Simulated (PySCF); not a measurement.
```tsv
atom	x (Å)	y (Å)	z (Å)
C	3.2731	-1.0079	-0.8148
O	2.8446	-0.0883	0.1489
Si	1.4161	0.5943	0.3888
F	1.6711	1.4284	1.7384
O	0.3611	-0.5832	0.7366
C	-1.0089	-0.5247	0.9465
C	-1.7788	-0.2132	-0.3317
C	-3.2724	-0.3545	-0.2056
O	-1.2211	0.1188	-1.3426
H	3.2960	-2.0085	-0.3785
H	2.6172	-1.0162	-1.6857
H	4.2818	-0.7273	-1.1240
H	1.0128	1.5604	-0.6065
H	-1.3282	-1.4968	1.3375
H	-1.2581	0.2459	1.6888
H	-3.7534	-0.0510	-1.1314
H	-3.5244	-1.3911	0.0074
H	-3.6373	0.2566	0.6163
```

Geometry: GFN2-xTB.

Theory: PBE0/pcSseg-1, SCF density, gas phase, non-relativistic (PySCF 2.14.0).

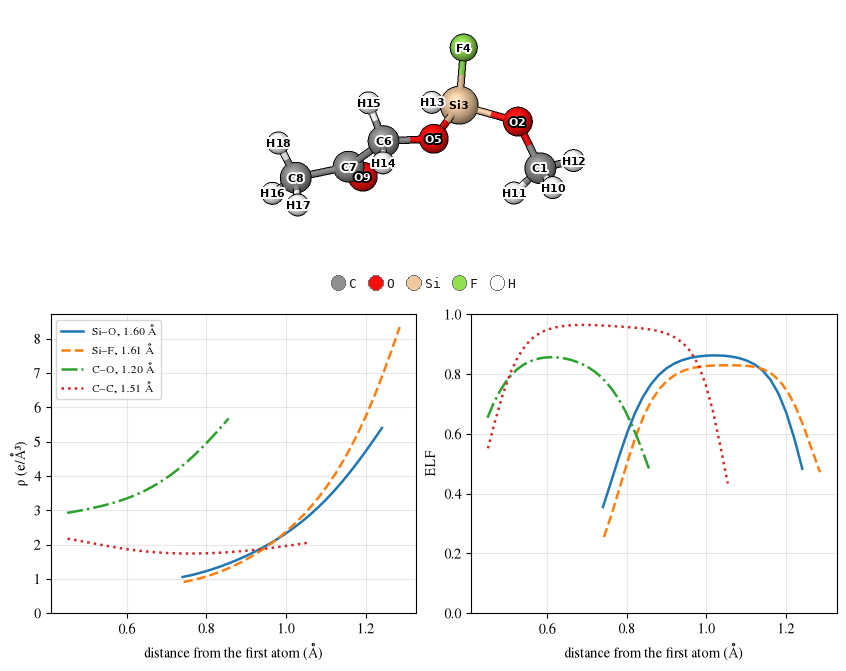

C₄H₉FO₃Si. Total electron density and electron localisation function along straight lines between neighbouring atoms. The curves leave out the atomic cores. The structure is drawn too.

What can be read from the curves?

Si–O (1.60 Å): the density is about 1.2 e/Å³ at the midpoint; the ELF peaks at about 0.85 between the atoms (a short, strongly polar bond).
Si–F (1.61 Å): the density is about 1.1 e/Å³ at the midpoint; the ELF peaks at about 0.85 in the valence shell of F, 0.5 Å from its nucleus, and is about 0.50 at the midpoint.
C–O (1.20 Å): ρ is about 3.3 e/Å³ halfway; the ELF peaks at about 0.85 between the atoms (a multiple bond).
C–C (1.51 Å): ρ at the midpoint is about 1.7 e/Å³; the ELF peaks at about 0.95 between the atoms (localised, covalent bonding).
